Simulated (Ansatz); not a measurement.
Input

```
crystal:
  lattice:
    - [1.2174069498, -5.9284318654, 0.0]
    - [1.2174069498, 5.9284318654, 0.0]
    - [0.0, 0.0, 3.0854941405]
  atoms:
    - { symbol: B, position: [0.5340982812, 0.4659017188, 0.25] }
    - { symbol: B, position: [0.4659017188, 0.5340982812, 0.75] }
    - { symbol: F, position: [0.1189120792, 0.8810879208, 0.25] }
    - { symbol: F, position: [0.8810879208, 0.1189120792, 0.75] }
basis:
  ecutwfc: 420
kpoints:
  mp_grid: { grid: [12, 12, 10] }
  band_path:
    path:
      - [[0.0, 0.0, 0.0], [-0.5, 0.5, 0.0], [-0.26054222, 0.73945778, 0.0]]
      - [[0.26054222, 0.26054222, 0.0], [0.0, 0.0, 0.0], [0.0, 0.0, 0.5], [0.26054222, 0.26054222, 0.5]]
      - [[-0.26054222, 0.73945778, 0.5], [-0.5, 0.5, 0.5], [-0.5, 0.5, 0.0]]
      - [[0.0, 0.0, 0.0], [0.0, 0.5, 0.0], [0.0, 0.5, 0.5], [0.0, 0.0, 0.5], [-0.5, 0.5, 0.5]]
    npoints: 14
hamiltonian:
  xc: pbe
scf:
  occupations: { method: gaussian, width: 0.02 }
  n_extra_bands: 10
output:
  forces: true
  stress: true
  eigenvalues: true
  populations: true
  dos: { projected: true, de: 0.02, nscf_kmesh: { grid: [18, 18, 15] } }
  bader: true
  write_density: true
  write_potential: true
  elf: true
  volumetric_format: npy
```

Run with:

```sh
ansatz run input.yaml --threads 1 --pin off --max-ram 2560MiB --backend cpu --events-out ev --progress --plain --runs-dir out
```

Below, planes, directions and counts refer to the conventional cell (a = 2.43 Å, b = 11.86 Å, c = 3.09 Å, α = 90.00°, β = 90.00°, γ = 90.00°).

Space group Cmcm; a structure from a database of computed crystals, not necessarily the ambient phase; a generated structure, not necessarily the stable one.

These are results of DFT PBE, scalar-relativistic, plane waves, PAW (Ansatz 0.2.0), not measurements.

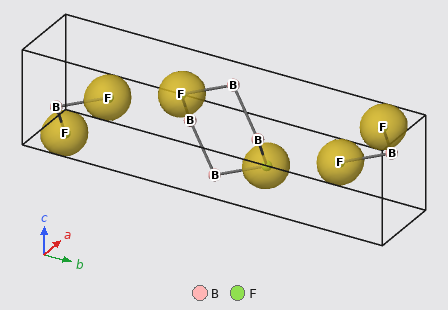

BF. Isosurface of the valence charge density (pseudo) at 1.5 e/Å³ (yellow), seen at an oblique angle. Sticks mark near contacts.

In a PAW calculation such maps are meaningful between the atoms, not at the nuclei.

> What does this surface tell about the bonding?

At this value the density breaks into separate islands; it holds about 50 % of the electrons treated as valence. It bridges none of the near contacts. It is pinched off along the shortest B–F (1.58 Å) and B–B (1.74 Å) contacts. On the grid the lowest density along these lines, outside the cores, is 0.79 e/Å³ (B–F, 1.58 Å) and 1.1 e/Å³ (B–B, 1.74 Å).

> How much charge does the calculation move between the atoms?

Electrons move from B towards F. Bader charges: B +0.81 and F −0.81 e.
